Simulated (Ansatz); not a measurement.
# BrH3NSi radical: a spread of methods and bases

Aim: run BrH3NSi radical under a spread of inputs, and see what each costs and gives.

Method: the settings change from run to run; program: Ansatz 0.2.0, Gaussian basis.

### Step 1. The relaxed structure

The structure was relaxed beforehand with PBE0-D4 in a triple-zeta def2 set.

SMILES `N[SiH]Br`, 6 atoms, charge 0, spin multiplicity 2.

Atoms are counted from 1 here; the program's logs count them from 0.

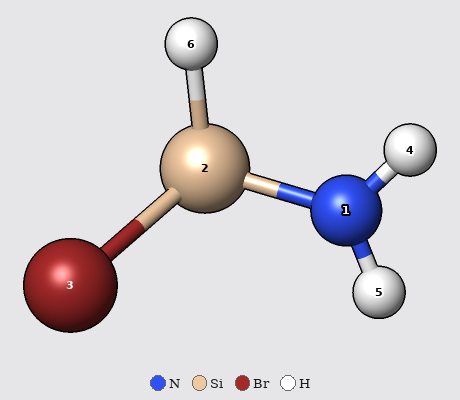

The structure; nitrogen blue, silicon light orange, bromine red, hydrogen white; atoms are numbered from 1 in the order of the file.

### Step 2. SPW92/def2-TZVPD

File in.yaml:

```yaml
crystal:
  periodic: [false, false, false]
  atoms:
    - {symbol: N, position_ang: [-0.583959, 0.286031, -0.638991]}
    - {symbol: Si, position_ang: [0.074956, -0.383988, 0.783044]}
    - {symbol: Br, position_ang: [1.810322, -1.718778, 0.298619]}
    - {symbol: H, position_ang: [-0.872465, 1.249429, -0.683473]}
    - {symbol: H, position_ang: [-0.953205, -0.270261, -1.391453]}
    - {symbol: H, position_ang: [0.566451, 0.773566, 1.586054]}
basis:
  gaussian: {orbitals: def2-TZVPD}
magnetization: {spin_polarized: true, initial_magnetization: 1}
hamiltonian: {xc: {name: SPW92}}
output: {forces: true}
```

The run is started by

```console
$ ansatz run in.yaml --threads 2 --pin off --events-out ev --progress --plain --max-ram 31744MiB --backend cpu
```

The log of the run:

```text
Functional definition: SPW92
  name "SPW92"
  cite "Dirac, Proc. Camb. Phil. Soc. 26, 376 (1930) doi:10.1017/S0305004100016108"
  cite "Slater, Phys. Rev. 81, 385 (1951) doi:10.1103/PhysRev.81.385"
  cite "Perdew & Wang, Phys. Rev. B 45, 13244 (1992) doi:10.1103/PhysRevB.45.13244"
  exchange = slater_x
  correlation = pw_c
1027 factors; their error is unknown
mean field evaluation 1: about -79313.2850 eV, gradient 5.2e1 eV
mean field evaluation 2: about -79257.7487 eV, gradient 9.9e1 eV
mean field evaluation 4: about -79323.2093 eV, gradient 7.8e0 eV
mean field evaluation 8: about -79323.5382 eV, gradient 6.2e-2 eV
mean field evaluation 16: about -79323.5279 eV, gradient 1.2e-4 eV
mean field -79323.52785343 eV, -2915.0858811951 hartree, gradient 2.9e-5 eV, S^2 0.751119; 0 other end points of the search recorded, 0 dependent functions left out
the calculation of the forces begins
reference -79323.52790319 eV, -2915.0858830239 hartree; 30, 29 occupied and 134, 135 virtual orbitals, 1027 factors
Total energy: -79323.52790319 eV, -2915.0858830239 hartree
Atom 0 at    -0.583959     0.286031    -0.638991 Å, force     0.374517    -0.197411     0.452961 eV/Å
Atom 1 at     0.074956    -0.383988     0.783044 Å, force    -0.065019    -0.282608    -0.109990 eV/Å
Atom 2 at     1.810322    -1.718778     0.298619 Å, force    -0.069843     0.080615     0.004733 eV/Å
Atom 3 at    -0.872465     1.249429    -0.683473 Å, force    -0.143931     0.527912    -0.017367 eV/Å
Atom 4 at    -0.953205    -0.270261    -1.391453 Å, force    -0.178768    -0.314675    -0.397395 eV/Å
Atom 5 at     0.566451     0.773566     1.586054 Å, force     0.083044     0.186166     0.067058 eV/Å
Dipole moment:    -0.394070     0.335480    -0.215426 e Å
```

Wall time 2.3 s (2 threads, shared host).

Largest force 0.620 eV/Å, dipole 2.69 D, ⟨S²⟩ 0.751.

### Step 3. PBE/def2-SVPD

in.yaml, as its differences from that of step 2:

```diff
@@ -10,5 +10,5 @@
 basis:
-  gaussian: {orbitals: def2-TZVPD}
+  gaussian: {orbitals: def2-SVPD}
 magnetization: {spin_polarized: true, initial_magnetization: 1}
-hamiltonian: {xc: {name: SPW92}}
+hamiltonian: {xc: {name: PBE}}
 output: {forces: true}
```

Same command.

The log of the run (excerpt; [...] marks lines left out):

```text
Functional definition: PBE
  name "PBE"
  cite "Perdew, Burke & Ernzerhof, Phys. Rev. Lett. 77, 3865 (1996) doi:10.1103/PhysRevLett.77.3865"
  parent pbe
[...]
1034 factors; their error is unknown
[...]
mean field -79435.25850960 eV, -2919.1919070756 hartree, gradient 3.7e-5 eV, S^2 0.751818; 0 other end points of the search recorded, 0 dependent functions left out
[...]
reference -79435.25855582 eV, -2919.1919087744 hartree; 30, 29 occupied and 79, 80 virtual orbitals, 1034 factors
Total energy: -79435.25855582 eV, -2919.1919087744 hartree
Atom 0 at    -0.583959     0.286031    -0.638991 Å, force    -0.003046     0.149664    -0.297883 eV/Å
Atom 1 at     0.074956    -0.383988     0.783044 Å, force    -0.093749    -0.402440     0.782432 eV/Å
Atom 2 at     1.810322    -1.718778     0.298619 Å, force     0.384444    -0.288447    -0.100016 eV/Å
Atom 3 at    -0.872465     1.249429    -0.683473 Å, force    -0.176615     0.589734    -0.056485 eV/Å
Atom 4 at    -0.953205    -0.270261    -1.391453 Å, force    -0.218565    -0.314337    -0.476244 eV/Å
Atom 5 at     0.566451     0.773566     1.586054 Å, force     0.107530     0.265826     0.148196 eV/Å
Dipole moment:    -0.399102     0.330150    -0.213336 e Å
```

It took 2.2 s on 2 threads, shared host.

Largest force 0.885 eV/Å, dipole 2.69 D, ⟨S²⟩ 0.752.

### Step 4. HSE06/cc-pVTZ-DK

This run has restricted open-shell orbitals, D3(BJ) with three-body dispersion.

in.yaml, as its differences from that of step 3:

```diff
@@ -10,5 +10,4 @@
 basis:
-  gaussian: {orbitals: def2-SVPD}
-magnetization: {spin_polarized: true, initial_magnetization: 1}
-hamiltonian: {xc: {name: PBE}}
-output: {forces: true}
+  gaussian: {orbitals: cc-pVTZ-DK}
+magnetization: {spin_polarized: false, initial_magnetization: 1}
+hamiltonian: {xc: {name: HSE06}, dispersion: d3bjatm}
```

Same command.

The log of the run (excerpt; [...] marks lines left out):

```text
Functional definition: HSE06
  name "HSE06"
  cite "Heyd, Scuseria & Ernzerhof, J. Chem. Phys. 118, 8207 (2003) doi:10.1063/1.1564060"
  cite "Krukau, Vydrov, Izmaylov & Scuseria, J. Chem. Phys. 125, 224106 (2006) doi:10.1063/1.2404663"
  cite "Heyd & Scuseria, J. Chem. Phys. 120, 7274 (2004) doi:10.1063/1.1668634"
  cite "Ernzerhof & Perdew, J. Chem. Phys. 109, 3313 (1998) doi:10.1063/1.476928"
  cite "Perdew, Burke & Ernzerhof, Phys. Rev. Lett. 77, 3865 (1996) doi:10.1103/PhysRevLett.77.3865"
  parent pbe
[...]
  # The whole range is PBE's own exchange, as in plane waves. The composition of these papers is wPBEh.
[...]
1061 factors; their error is unknown
75 factors; integrals over basis functions are off by at most 5.5e-7 eV
[...]
mean field -80342.74866294 eV, -2952.5415550921 hartree, gradient 4.2e-5 eV, S^2 0.750000; 1 other end points of the search recorded, 0 dependent functions left out
reference -80342.74869823 eV, -2952.5415563889 hartree; 30, 29 occupied and 119, 120 virtual orbitals, 1061 factors
Total energy: -80342.84541844 eV, -2952.5451107910 hartree
Relativity: scalar
```

It took 4.4 s on 2 threads, shared host; peak memory 0.58 GiB.

### Step 5. CAM-B3LYP/6-31G

This run has multiplicity 4, coordinates scaled by 0.92, the search for lower states set to off.

File in.yaml:

```yaml
crystal:
  periodic: [false, false, false]
  atoms:
    - {symbol: N, position_ang: [-0.537243, 0.263149, -0.587872]}
    - {symbol: Si, position_ang: [0.068960, -0.353269, 0.720401]}
    - {symbol: Br, position_ang: [1.665496, -1.581276, 0.274730]}
    - {symbol: H, position_ang: [-0.802667, 1.149474, -0.628795]}
    - {symbol: H, position_ang: [-0.876948, -0.248640, -1.280137]}
    - {symbol: H, position_ang: [0.521135, 0.711681, 1.459170]}
basis:
  gaussian: {orbitals: 6-31G}
magnetization: {spin_polarized: true, initial_magnetization: 3}
hamiltonian: {xc: {name: CAM-B3LYP}}
scf: {lower_state_search: off}
output: {forces: true}
```

Same command.

The log of the run (excerpt; [...] marks lines left out):

```text
Functional definition: CAM-B3LYP
  name "CAM-B3LYP"
  cite "Yanai, Tew & Handy, Chem. Phys. Lett. 393, 51 (2004) doi:10.1016/j.cplett.2004.06.011"
  cite "Iikura, Tsuneda, Yanai & Hirao, J. Chem. Phys. 115, 3540 (2001) doi:10.1063/1.1383587"
  cite "Becke, Phys. Rev. A 38, 3098 (1988) doi:10.1103/PhysRevA.38.3098"
  cite "Lee, Yang & Parr, Phys. Rev. B 37, 785 (1988) doi:10.1103/PhysRevB.37.785"
  cite "Vosko, Wilk & Nusair, Can. J. Phys. 58, 1200 (1980) doi:10.1139/p80-159"
[...]
  # Exact exchange under (alpha + beta erf(omega r))/r, Becke's under what is left of 1/r.
[...]
628 factors; integrals over basis functions are off by at most 3.8e-4 eV
221 factors; integrals over basis functions are off by at most 6.4e-6 eV
[...]
mean field -79444.26093762 eV, -2919.5227402035 hartree, gradient 4.5e-6 eV, S^2 3.754890; 0 other end points of the search recorded, 0 dependent functions left out
[...]
reference -79444.26103962 eV, -2919.5227439517 hartree; 31, 28 occupied and 26, 29 virtual orbitals, 628 factors
Total energy: -79444.26103962 eV, -2919.5227439517 hartree
Atom 0 at    -0.537243     0.263149    -0.587872 Å, force    -0.266557     1.244441    -4.678963 eV/Å
Atom 1 at     0.068960    -0.353269     0.720401 Å, force    -1.239722    -3.349898    10.673690 eV/Å
Atom 2 at     1.665496    -1.581276     0.274730 Å, force     4.665690    -3.327225    -1.897495 eV/Å
Atom 3 at    -0.802667     1.149474    -0.628795 Å, force    -1.390648     6.935047    -0.426394 eV/Å
Atom 4 at    -0.876948    -0.248640    -1.280137 Å, force    -2.524750    -3.825133    -5.175806 eV/Å
Atom 5 at     0.521135     0.711681     1.459170 Å, force     0.755988     2.322769     1.504969 eV/Å
Dipole moment:    -0.052008     0.162506    -0.405789 e Å
Checks for a lower state left out: stability, starts, cluster_reference, orbital_swaps, neighbouring_geometries, increment
```

It took 2.2 s on 2 threads, shared host.

Largest force 11.256 eV/Å, dipole 2.11 D, ⟨S²⟩ 3.755.

### Step 6. HSE06/cc-pVTZ-DK

Set apart from the defaults: restricted open-shell orbitals, high accuracy.

File in.yaml:

```yaml
crystal:
  periodic: [false, false, false]
  atoms:
    - {symbol: N, position_ang: [-0.583959, 0.286031, -0.638991]}
    - {symbol: Si, position_ang: [0.074956, -0.383988, 0.783044]}
    - {symbol: Br, position_ang: [1.810322, -1.718778, 0.298619]}
    - {symbol: H, position_ang: [-0.872465, 1.249429, -0.683473]}
    - {symbol: H, position_ang: [-0.953205, -0.270261, -1.391453]}
    - {symbol: H, position_ang: [0.566451, 0.773566, 1.586054]}
basis:
  gaussian: {orbitals: cc-pVTZ-DK}
magnetization: {spin_polarized: false, initial_magnetization: 1}
hamiltonian: {xc: {name: HSE06}}
accuracy: high
output: {forces: true}
```

Launched as before.

The log of the run (excerpt; [...] marks lines left out):

```text
Functional definition: HSE06
  name "HSE06"
  cite "Heyd, Scuseria & Ernzerhof, J. Chem. Phys. 118, 8207 (2003) doi:10.1063/1.1564060"
  cite "Krukau, Vydrov, Izmaylov & Scuseria, J. Chem. Phys. 125, 224106 (2006) doi:10.1063/1.2404663"
  cite "Heyd & Scuseria, J. Chem. Phys. 120, 7274 (2004) doi:10.1063/1.1668634"
  cite "Ernzerhof & Perdew, J. Chem. Phys. 109, 3313 (1998) doi:10.1063/1.476928"
  cite "Perdew, Burke & Ernzerhof, Phys. Rev. Lett. 77, 3865 (1996) doi:10.1103/PhysRevLett.77.3865"
  parent pbe
[...]
  # The whole range is PBE's own exchange, as in plane waves. The composition of these papers is wPBEh.
[...]
2480 factors; integrals over basis functions are off by at most 4.4e-9 eV
94 factors; integrals over basis functions are off by at most 8.8e-10 eV
[...]
mean field -80342.74937317 eV, -2952.5415811925 hartree, gradient 1.7e-8 eV, S^2 0.750000; 1 other end points of the search recorded, 0 dependent functions left out
[...]
reference -80342.74937636 eV, -2952.5415813097 hartree; 30, 29 occupied and 119, 120 virtual orbitals, 2480 factors
Total energy: -80342.74937636 eV, -2952.5415813097 hartree
Relativity: scalar
Atom 0 at    -0.583959     0.286031    -0.638991 Å, force    -0.058797     0.071246    -0.138361 eV/Å
Atom 1 at     0.074956    -0.383988     0.783044 Å, force    -0.008218    -0.069590     0.101626 eV/Å
Atom 2 at     1.810322    -1.718778     0.298619 Å, force     0.055854    -0.040776    -0.008849 eV/Å
Atom 3 at    -0.872465     1.249429    -0.683473 Å, force     0.001900    -0.022654    -0.008385 eV/Å
Atom 4 at    -0.953205    -0.270261    -1.391453 Å, force    -0.005199     0.018962     0.022108 eV/Å
Atom 5 at     0.566451     0.773566     1.586054 Å, force     0.014460     0.042812     0.031861 eV/Å
Dipole moment:    -0.424549     0.332382    -0.204298 e Å
```

Run time: 17 s. Hardware: 2 threads, shared host; peak memory 0.82 GiB.

Largest force 0.166 eV/Å, dipole 2.77 D.

### Step 7. B2GP-PLYP/6-31G

Options: coordinates scaled by 1.12.

File in.yaml:

```yaml
crystal:
  periodic: [false, false, false]
  atoms:
    - {symbol: N, position_ang: [-0.654035, 0.320355, -0.715670]}
    - {symbol: Si, position_ang: [0.083951, -0.430066, 0.877010]}
    - {symbol: Br, position_ang: [2.027560, -1.925031, 0.334454]}
    - {symbol: H, position_ang: [-0.977160, 1.399360, -0.765490]}
    - {symbol: H, position_ang: [-1.067589, -0.302693, -1.558428]}
    - {symbol: H, position_ang: [0.634425, 0.866394, 1.776381]}
basis:
  gaussian: {orbitals: 6-31G}
magnetization: {spin_polarized: true, initial_magnetization: 1}
hamiltonian: {xc: {name: B2GP-PLYP}}
output: {forces: true}
```

The command is unchanged.

The log of the run (excerpt; [...] marks lines left out):

```text
Functional definition: B2GP-PLYP
  name "B2GP-PLYP"
  cite "Karton, Tarnopolsky, Lamère, Schatz & Martin, J. Phys. Chem. A 112, 12868 (2008) doi:10.1021/jp801805p"
  cite "Becke, Phys. Rev. A 38, 3098 (1988) doi:10.1103/PhysRevA.38.3098"
  cite "Lee, Yang & Parr, Phys. Rev. B 37, 785 (1988) doi:10.1103/PhysRevB.37.785"
[...]
630 factors; integrals over basis functions are off by at most 5.7e-4 eV
[...]
mean field -79423.42003474 eV, -2918.7568511492 hartree, gradient 4.5e-6 eV, S^2 0.762092; 0 other end points of the search recorded, 0 dependent functions left out
15 core orbitals not correlated: weight in the atoms' cores, before any rotation towards them, 1.000 or more for the frozen orbitals, at most 0.000 for the correlated occupied ones
reference -79423.42014123 eV, -2918.7568550624 hartree; 15, 14 occupied and 27, 28 virtual orbitals, 630 factors
second order -10.79863443 eV of doubles, -0.00000000 eV of singles
[...]
Total energy: -79427.30764963 eV, -2918.8997183609 hartree
Atom 0 at    -0.654035     0.320355    -0.715670 Å, force    -1.288465     0.538717    -0.671365 eV/Å
Atom 1 at     0.083951    -0.430066     0.877010 Å, force     0.072807     1.720287    -1.467448 eV/Å
Atom 2 at     2.027560    -1.925031     0.334454 Å, force    -0.693069     0.590492     0.171571 eV/Å
Atom 3 at    -0.977160     1.399360    -0.765490 Å, force     1.063778    -3.556035     0.183697 eV/Å
Atom 4 at    -1.067589    -0.302693    -1.558428 Å, force     1.410685     2.027507     2.866812 eV/Å
Atom 5 at     0.634425     0.866394     1.776381 Å, force    -0.565737    -1.320968    -1.083267 eV/Å
Dipole moment:    -0.738900     0.505382    -0.075022 e Å
```

Run time: 3.3 s. Hardware: 2 threads, shared host.

Largest force 3.784 eV/Å, dipole 4.31 D, ⟨S²⟩ 0.762.

### Step 8. HSE06/cc-pVTZ

Options: charge +1, multiplicity 1, a point charge of -1.00 e beside it.

File in.yaml:

```yaml
crystal:
  periodic: [false, false, false]
  atoms:
    - {symbol: N, position_ang: [-0.583959, 0.286031, -0.638991]}
    - {symbol: Si, position_ang: [0.074956, -0.383988, 0.783044]}
    - {symbol: Br, position_ang: [1.810322, -1.718778, 0.298619]}
    - {symbol: H, position_ang: [-0.872465, 1.249429, -0.683473]}
    - {symbol: H, position_ang: [-0.953205, -0.270261, -1.391453]}
    - {symbol: H, position_ang: [0.566451, 0.773566, 1.586054]}
basis:
  gaussian: {orbitals: cc-pVTZ, point_charges: [{charge: -1.00, position_ang: [4.387, 0.173, -0.717]}]}
total_charge: 1
hamiltonian: {xc: {name: HSE06}}
```

Same command.

The log of the run (excerpt; [...] marks lines left out):

```text
Functional definition: HSE06
  name "HSE06"
  cite "Heyd, Scuseria & Ernzerhof, J. Chem. Phys. 118, 8207 (2003) doi:10.1063/1.1564060"
  cite "Krukau, Vydrov, Izmaylov & Scuseria, J. Chem. Phys. 125, 224106 (2006) doi:10.1063/1.2404663"
  cite "Heyd & Scuseria, J. Chem. Phys. 120, 7274 (2004) doi:10.1063/1.1668634"
  cite "Ernzerhof & Perdew, J. Chem. Phys. 109, 3313 (1998) doi:10.1063/1.476928"
  cite "Perdew, Burke & Ernzerhof, Phys. Rev. Lett. 77, 3865 (1996) doi:10.1103/PhysRevLett.77.3865"
  parent pbe
[...]
  # The whole range is PBE's own exchange, as in plane waves. The composition of these papers is wPBEh.
[...]
1055 factors; their error is unknown
75 factors; integrals over basis functions are off by at most 6.0e-7 eV
[...]
mean field -79447.86848916 eV, -2919.6553152771 hartree, gradient 8.4e-5 eV, S^2 0.000000; 0 other end points of the search recorded, 0 dependent functions left out
reference -79447.86852295 eV, -2919.6553165188 hartree; 29, 29 occupied and 120, 120 virtual orbitals, 1055 factors
Total energy: -79447.86852295 eV, -2919.6553165188 hartree
```

It took 1.9 s on 2 threads, shared host.

### Step 9. PBE0/def2-TZVPD

Options: restricted open-shell orbitals, D3(BJ) with three-body dispersion.

in.yaml, as its differences from that of step 8:

```diff
@@ -10,4 +10,5 @@
 basis:
-  gaussian: {orbitals: cc-pVTZ, point_charges: [{charge: -1.00, position_ang: [4.387, 0.173, -0.717]}]}
-total_charge: 1
-hamiltonian: {xc: {name: HSE06}}
+  gaussian: {orbitals: def2-TZVPD}
+magnetization: {spin_polarized: false, initial_magnetization: 1}
+hamiltonian: {xc: {name: PBE0}, dispersion: d3bjatm}
+output: {forces: true}
```

Same command.

The log of the run (excerpt; [...] marks lines left out):

```text
Functional definition: PBE0
  name "PBE0"
  cite "Adamo & Barone, J. Chem. Phys. 110, 6158 (1999) doi:10.1063/1.478522"
  cite "Perdew, Burke & Ernzerhof, Phys. Rev. Lett. 77, 3865 (1996) doi:10.1103/PhysRevLett.77.3865"
  parent pbe
[...]
1100 factors; their error is unknown
[...]
mean field -79451.40174901 eV, -2919.7851601816 hartree, gradient 5.2e-5 eV, S^2 0.750000; 1 other end points of the search recorded, 0 dependent functions left out
[...]
reference -79451.40178722 eV, -2919.7851615858 hartree; 30, 29 occupied and 134, 135 virtual orbitals, 1100 factors
Total energy: -79451.51944008 eV, -2919.7894852490 hartree
Atom 0 at    -0.583959     0.286031    -0.638991 Å, force     0.020327    -0.021669     0.023855 eV/Å
Atom 1 at     0.074956    -0.383988     0.783044 Å, force     0.022780     0.011645    -0.000799 eV/Å
Atom 2 at     1.810322    -1.718778     0.298619 Å, force    -0.014175     0.007057     0.002594 eV/Å
Atom 3 at    -0.872465     1.249429    -0.683473 Å, force    -0.010144     0.011597    -0.009495 eV/Å
Atom 4 at    -0.953205    -0.270261    -1.391453 Å, force    -0.011283     0.003483    -0.014155 eV/Å
Atom 5 at     0.566451     0.773566     1.586054 Å, force    -0.007503    -0.012113    -0.002000 eV/Å
Dipole moment:    -0.404946     0.323465    -0.189696 e Å
```

Wall time 5.5 s (2 threads, shared host); peak memory 0.6 GiB.

Largest force 0.038 eV/Å, dipole 2.65 D.

### Step 10. wB97X-V/def2-SVP

Options: multiplicity 4, the search for lower states set to light.

in.yaml, as its differences from that of step 9:

```diff
@@ -10,5 +10,6 @@
 basis:
-  gaussian: {orbitals: def2-TZVPD}
-magnetization: {spin_polarized: false, initial_magnetization: 1}
-hamiltonian: {xc: {name: PBE0}, dispersion: d3bjatm}
+  gaussian: {orbitals: def2-SVP}
+magnetization: {spin_polarized: true, initial_magnetization: 3}
+hamiltonian: {xc: {name: wB97X-V}}
+scf: {lower_state_search: light}
 output: {forces: true}
```

Launched as before.

The log of the run (excerpt; [...] marks lines left out):

```text
Functional definition: wB97X-V
  name "wB97X-V"
  cite "Mardirossian & Head-Gordon, Phys. Chem. Chem. Phys. 16, 9904 (2014) doi:10.1039/C3CP54374A"
  cite "Becke, J. Chem. Phys. 107, 8554 (1997) doi:10.1063/1.475007"
  cite "Vydrov & Van Voorhis, J. Chem. Phys. 133, 244103 (2010) doi:10.1063/1.3521275"
[...]
      + integral(e_c_pw_opposite_spin*poly(b97_u_opposite, cos0, cos1)) + vv10(b, c)
769 factors; integrals over basis functions are off by at most 1.1e-3 eV
211 factors; integrals over basis functions are off by at most 7.7e-6 eV
[...]
mean field -79435.75127354 eV, -2919.2100158164 hartree, gradient 7.1e-6 eV, S^2 3.755305; 6 other end points of the search recorded, 0 dependent functions left out
[...]
reference -79435.75127388 eV, -2919.2100158291 hartree; 31, 28 occupied and 48, 51 virtual orbitals, 769 factors
Total energy: -79435.75127388 eV, -2919.2100158291 hartree
Atom 0 at    -0.583959     0.286031    -0.638991 Å, force    -0.949314     0.354372    -1.985987 eV/Å
Atom 1 at     0.074956    -0.383988     0.783044 Å, force     1.973102    -3.086704     4.106187 eV/Å
Atom 2 at     1.810322    -1.718778     0.298619 Å, force     0.395035    -0.006472     0.208778 eV/Å
Atom 3 at    -0.872465     1.249429    -0.683473 Å, force    -0.664012     3.895795    -0.557093 eV/Å
Atom 4 at    -0.953205    -0.270261    -1.391453 Å, force    -0.684458    -1.379989    -1.471652 eV/Å
Atom 5 at     0.566451     0.773566     1.586054 Å, force    -0.070353     0.222998    -0.300233 eV/Å
Dipole moment:    -0.327419     0.260066    -0.221885 e Å
```

Run time: 12 s. Hardware: 2 threads, shared host.

Largest force 5.503 eV/Å, dipole 2.27 D, ⟨S²⟩ 3.755.

### Step 11. All runs side by side

```csv
level,charge,multiplicity,geometry,functions,energy (eV),time
SPW92/def2-TZVPD,0,2,relaxed,164,-79323.528,2.3 s
PBE/def2-SVPD,0,2,relaxed,109,-79435.259,2.2 s
HSE06/cc-pVTZ-DK,0,2,relaxed,149,-80342.845,4.4 s
CAM-B3LYP/6-31G,0,4,scaled,57,-79444.261,2.2 s
HSE06/cc-pVTZ-DK,0,2,relaxed,149,-80342.749,17 s
B2GP-PLYP/6-31G,0,2,scaled,57,-79427.308,3.3 s
HSE06/cc-pVTZ,1,1,"relaxed, point charge",149,-79447.869,1.9 s
PBE0/def2-TZVPD,0,2,relaxed,164,-79451.519,5.5 s
wB97X-V/def2-SVP,0,4,relaxed,79,-79435.751,12 s
```

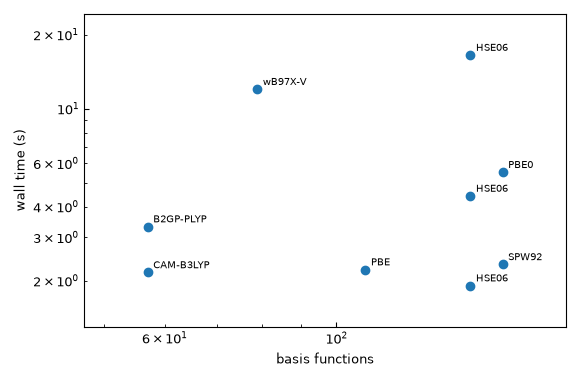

Wall time against the number of basis functions (shared host).

### Step 12. What came out

| quantity | value |
| --- | --- |
| runs | 9 |
| quickest | HSE06/cc-pVTZ, 1.9 s |
| slowest | HSE06/cc-pVTZ-DK, 17 s |
| spread of total energies, same state and geometry | 1019.3 eV |
| dipole, same state and geometry | 2.65 to 2.77 D |

What this shows: Run time spans a factor of 9, from HSE06/cc-pVTZ to HSE06/cc-pVTZ-DK. The jobs differ in tasks and options as well as level. The totals spread over 1019 eV; they can't be compared across methods or bases. Some of these runs are scalar-relativistic and others not, which shifts the totals of all-electron atoms past neon by eV; core potentials, where a basis has them, take the core out of the total altogether. At the PBE0-D4/def2-TZVP geometry and in the same state, runs without warnings or point charges leave forces up to 0.88 eV/Å (PBE/def2-SVPD), against 3.8 eV/Å where the atoms were moved. At that geometry and state the dipole changes by 4 % between the lowest and highest value.
